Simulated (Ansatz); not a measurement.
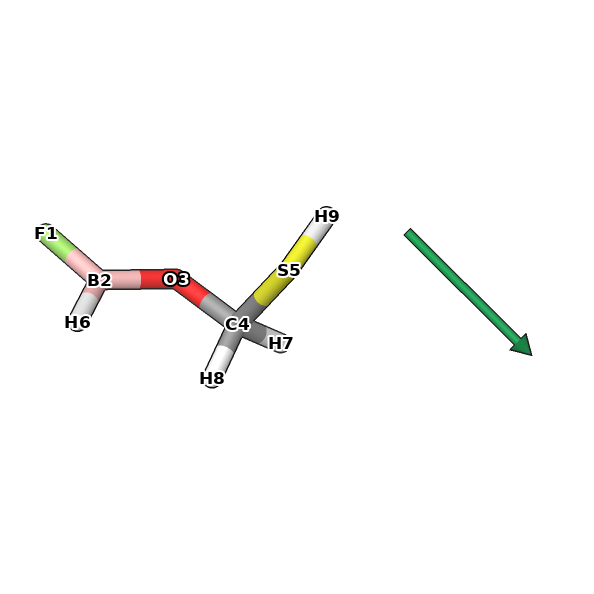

The arrow beside the molecule shows the direction of the dipole moment, from the negative to the positive end (its length means nothing). Computed geometry: PBE0-D4/def2-TZVP optimisation. Level of theory: RKS PBE0-D4/def2-TZVP (Ansatz 0.2.0).

Question: How large is the dipole moment?

Answer: 1.89 D; it points from the side of F1 to the side of H7 (the outermost atoms at the two ends).
